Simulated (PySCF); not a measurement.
C6H10SSi2, SMILES [SiH2](S)[SiH2]c1ccccc1, singlet, GFN2-xTB optimised geometry. Atoms within 1.6 Å of the plane z = 0.0 Å (x, y, z in Å): S1 (-1.37, -4.30, -0.27), Si2 (-0.20, -2.48, -0.24), Si3 (-1.60, -0.66, 0.01), C4 (-0.59, 0.93, 0.00), C5 (-1.24, 2.16, 0.00), C6 (-0.54, 3.35, 0.00), C7 (0.85, 3.33, 0.00), C8 (1.52, 2.12, 0.00), C9 (0.80, 0.93, 0.00), H10 (-2.17, -3.96, -1.27), H11 (0.60, -2.52, -1.47), H12 (0.71, -2.78, 0.87), H13 (-2.60, -0.57, -1.07), H14 (-2.38, -0.70, 1.26), H15 (-2.32, 2.18, 0.00), H16 (-1.06, 4.30, 0.00), H17 (1.40, 4.26, 0.00), H18 (2.60, 2.10, 0.00), H19 (1.33, -0.01, 0.00).

Level of theory: B3LYP/def2-SVP (PySCF). Cells within 0.4 Å of a nucleus heavier than hydrogen are left out (blank, or x).

Map of the log10 of the electron density (e/bohr³), floored at −4 on the plane z = 0.0 Å:

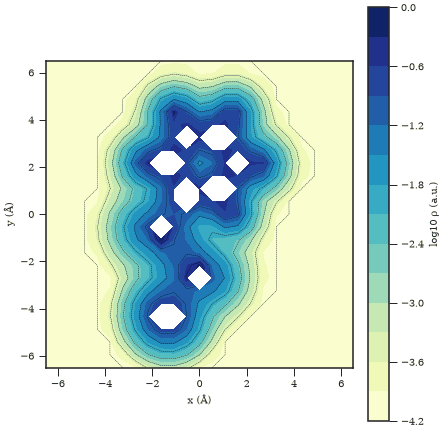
Fig. 1. Log10 of the electron density (e/bohr³), floored at −4 on the plane z = 0.0 Å.
